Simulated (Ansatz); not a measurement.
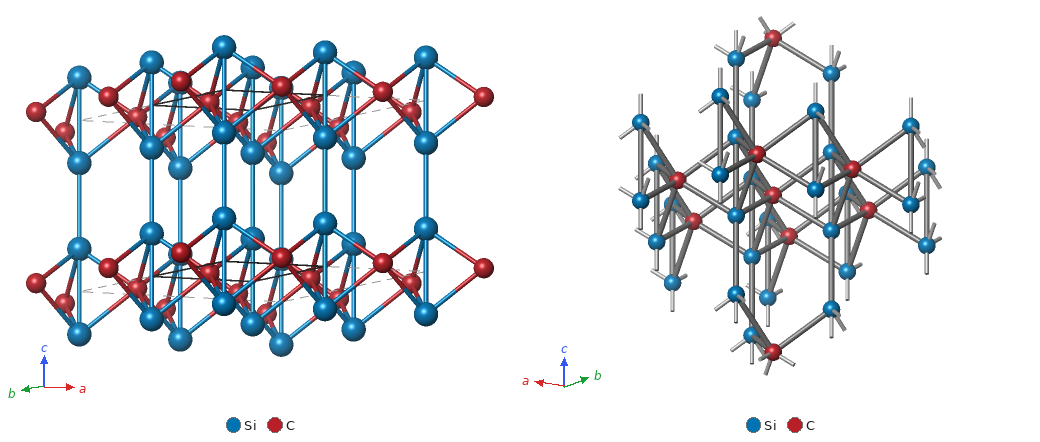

Left: the structure. Right: its underlying net. Nodes are coloured by element. Edges to nodes outside the piece are drawn as stubs.

Si₂C (space group P-6m2, No. 187): the input geometry of an electronic-structure calculation (not necessarily at equilibrium); the starting structure was generated, so it need not be a known form of this composition.

Bonds are taken as C–Si below 2.3 Å and Si–Si below 2.7 Å; no other contact counts. The graph is simplified in the usual way: terminal and isolated atoms are pruned, two-connected atoms become edges.

The result is a binodal (5,6)-connected, three-periodic net: Si is a 5-connected node; C is a 6-connected node, in the ratio 2:1. It is a single net, without interpenetration.

```json
{"node": "Si", "links": "5", "point symbol": "3³·4³·6³·7", "coordination sequence": "5 17 32 59 89"}
{"node": "C", "links": "6", "point symbol": "3³·6¹²", "coordination sequence": "6 12 38 54 92"}
```
